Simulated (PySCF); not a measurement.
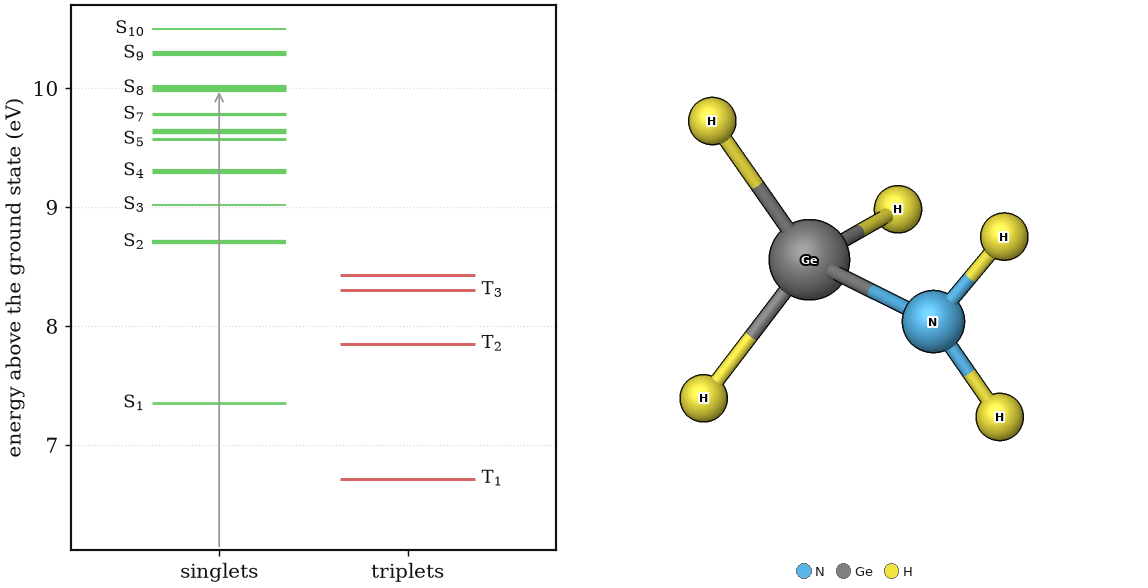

State diagram of GeNH₅, SMILES [NH2][GeH3], singlet. Vertical TDHF excitations, HF/def2-SVPD, PySCF, at a PBE0-D3(BJ)/def2-SVP geometry (no frequency check), gas phase. Triplets in the Tamm-Dancoff approximation; only the lowest 10 singlets and 4 triplets were computed. Thicker singlet lines are brighter; the arrow marks the brightest. S0, at zero, lies below the range drawn.

> How many of the triplet levels drawn lie below S1?

1 of 4 (T1 6.72 eV, T2 7.85 eV, T3 8.30 eV, T4 8.43 eV; S1 7.35 eV).

> What is the vertical gap between S1 and T1?

0.64 eV: S1 at 7.35 eV, T1 at 6.72 eV.

> What are the energy, strength and character of the state that the arrow marks?

S8 at 10.00 eV (124 nm), f = 0.179, mixed, the largest part being HOMO−1 → LUMO+1 (48 %).

Known limits of this run: core orbitals are frozen in the response.
